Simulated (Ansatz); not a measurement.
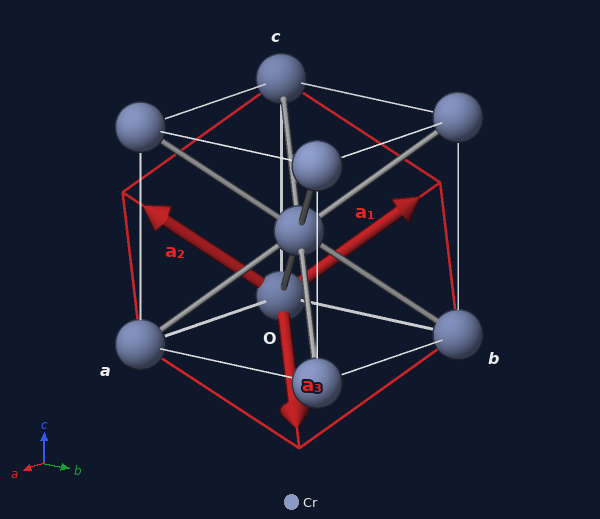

The conventional cell (thin) and a primitive cell (coloured, vectors a₁, a₂, a₃). Crystal: Cr, the input geometry of an electronic-structure calculation (not necessarily at equilibrium). Geometry calculated from the standardised cell; symmetry tolerance 0.002 Å.

a = 2.969 Å, b = 2.969 Å, c = 2.969 Å, α = 90.00°, β = 90.00°, γ = 90.00°.

Q: What is the centring, and how are the primitive vectors built?

A: I, body-centred cubic, with lattice points at (0, 0, 0), (1/2, 1/2, 1/2). a₁ = −1/2 a + 1/2 b + 1/2 c; a₂ = 1/2 a − 1/2 b + 1/2 c; a₃ = 1/2 a + 1/2 b − 1/2 c.

Q: Give the primitive cell's size and content.

A: Edges 2.571, 2.571, 2.571 Å; angles 109.47°, 109.47°, 109.47°; volume 13.08 Å³, 1/2 of the conventional cell; 1 of its 2 atoms.
